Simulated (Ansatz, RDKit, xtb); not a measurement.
# C2H11AlGeSi: which of the isomers drawn lies lowest?

A sample of isomers of C2H11AlGeSi is drawn. Aim: find which of them has the lowest free energy at 298.15 K, then its properties. The sample is small against all isomers, and the most stable one of this formula need not be in it.

The funnel: GFN2-xTB relaxations, single points with a density functional, relaxations at r2SCAN-D4/def2-SVP, harmonic vibrations (at GFN2-xTB), and a last energy at a higher level. All values are calculated.

### Step 1. Possible bonding patterns

Isomers were taken from a list of plausible structures; this is a sample, not all of them. That gives 4 candidates.

```csv
label,SMILES,spin
c141,[SiH3][CH2][AlH][CH2][GeH3],singlet
c333,[CH3][Al]([SiH3])[CH2][GeH3],singlet
c814,[CH3][Al]([GeH3])[CH2][SiH3],singlet
c835,[CH3][AlH][C@@H]([SiH3])[GeH3],singlet
```

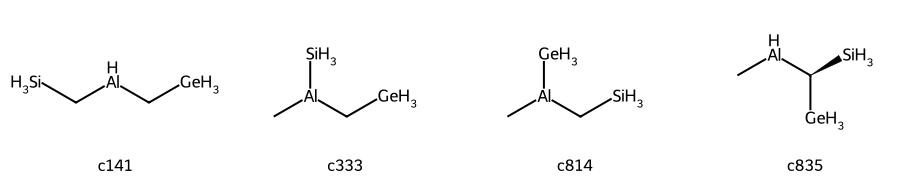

Structural formulas of the candidates.

Candidates are built by distance geometry, with a force field where one applies, in up to four conformers (letters a to d).

Q: Predict the outcome of this search (final energies at CCSD(T)/def2-SVP + MP2/def2-TZVPP - MP2/def2-SVP).

| quantity | value |
| --- | --- |
| lowest structure found | [CH3][Al]([GeH3])[CH2][SiH3], singlet |
| next finalist | [CH3][AlH][C@@H]([SiH3])[GeH3], singlet, 5.6 kcal/mol higher in G |
| share at equilibrium, among the finalists | 100.0 % |

`[CH3][Al]([GeH3])[CH2][SiH3]` comes out lowest. Among the finalists first place is clear (5.6 kcal/mol); structures outside the list aren't covered. With 8 minima in the window unscreened, the next finalist need not be the second lowest, and margin and share hold for the finalists alone. GFN2-xTB, HF/STO-3G, r2SCAN-D4/def2-SVP, r2SCAN-D4/def2-SVP, relaxed, HF/def2-SVP and MP2/def2-SVP already put its bonding pattern lowest among the structures in one piece. 8 minima inside the window were never screened. The search is not exhaustive (a finite list of starts, one conformer a finalist), so a lower isomer can't be ruled out. Only 4 drawn patterns were tried, so whole families of isomers are missing, and the result ranks only the part of this sample that was screened.
